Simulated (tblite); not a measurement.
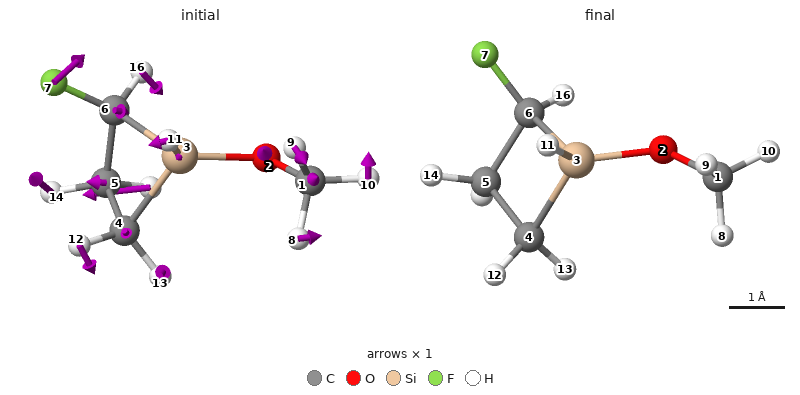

The structure of C4H9FOSi before (left) and after (right) a relaxation, at one scale. The purple arrows give the displacements, at their true length.

Style: ball-and-stick. Shown at a tilt.

The calculation used GFN2-xTB geometry optimisation, gas phase (tblite 0.8.0). 

### What changed between the two?

An H atom moves most after the best rigid fit: 1.28 Å. By element the largest moves are H 1.28 Å, F 0.95 Å, O 0.54 Å, C 0.39 Å, Si 0.11 Å. Among the contacts that change: O–Si 1.694 → 1.616 Å, C–Si 1.854 → 1.914 Å, C–Si 1.874 → 1.915 Å, C–C 1.502 → 1.542 Å. Bond angles that change, for instance: C–O–Si 107.3° → 129.2°, O–Si–C 112.2° → 120.7°, F–C–H 113.6° → 105.5°. Groups turn about C–C by about 50°, C–C by about 45°, C–Si by about 35°. The energy falls by 92.6 kJ/mol in 115 geometry steps. The run took 0.61 s on 1 thread of Arm Neoverse V2, on a shared host.
